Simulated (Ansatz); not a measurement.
| atom | x (Å) | y (Å) | z (Å) |
| --- | --- | --- | --- |
| N | -0.0600 | 1.6462 | 0.3721 |
| Ta | -0.3388 | 0.1618 | -0.5319 |
| N | 0.5669 | -1.2100 | 0.5445 |
| F | -2.1841 | -0.2214 | -0.6746 |
| F | 0.4214 | 0.2549 | -2.2598 |
| H | 0.0312 | 2.5542 | 0.7947 |
| H | 1.0632 | -1.0539 | 1.4072 |
| H | 0.5923 | -2.1889 | 0.2919 |

Geometry: PBE0-D4/def2-TZVP; core potentials replace the inner electrons of Ta.

These are results of Ansatz 0.2.0, RKS PBE0-D4/def2-TZVPP, not measurements.

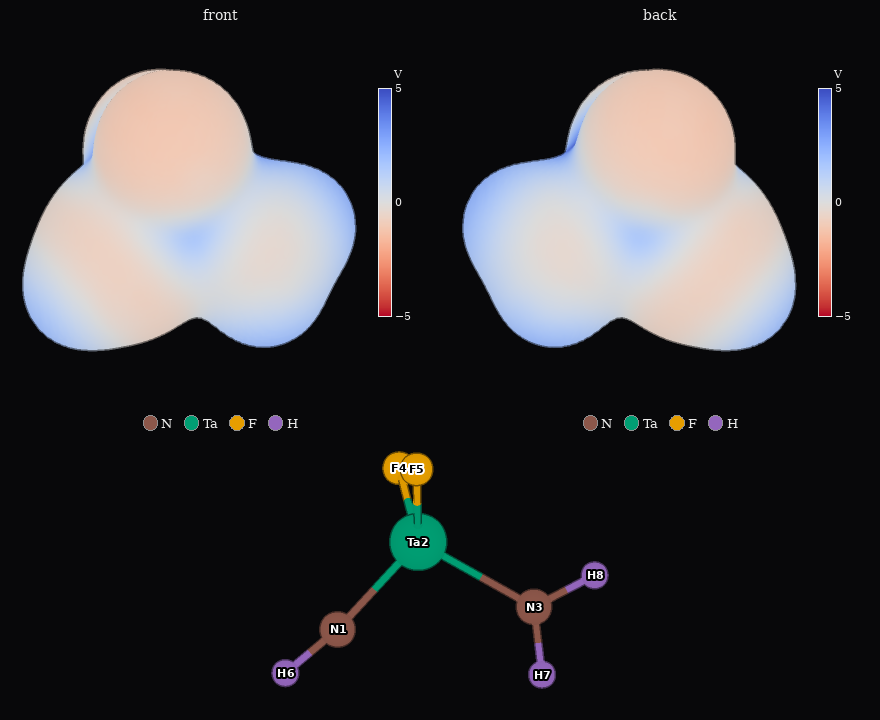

F2H3N2Ta (SMILES [NH]=[Ta]([NH2])([F])[F]). The electrostatic potential painted on the density surface at 0.002 e/bohr³, seen from the front and from behind; the colour scale runs from red (negative) to blue (positive). The bare structure is drawn below in the same view.

Describe the electrostatic potential map.

The most negative region (about −1.1 V, or −25 kcal/mol for a unit charge) lies over F4 and F5, the most positive (about +3.9 V, or +90 kcal/mol for a unit charge) over Ta2.
